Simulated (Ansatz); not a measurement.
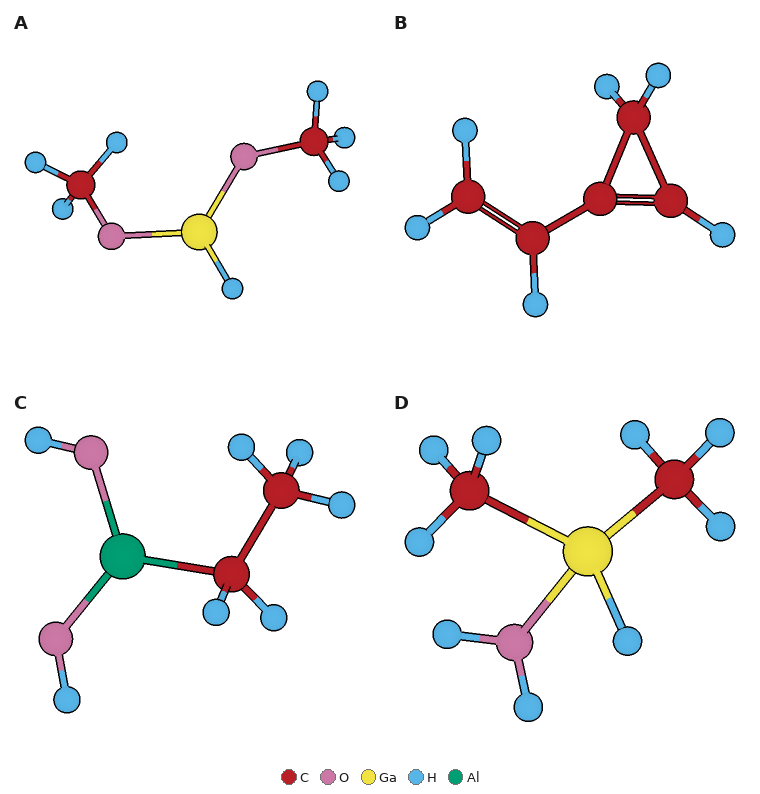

The picture comes from a calculation with Ansatz.

Which panel belongs to which SMILES?
(1) [CH3][GaH-]([CH3])[OH2+]
(2) C=CC1=CC1
(3) C[O][GaH][O]C
(4) C[CH2][Al]([OH])[OH]

A is (3), B is (2), C is (4), D is (1).
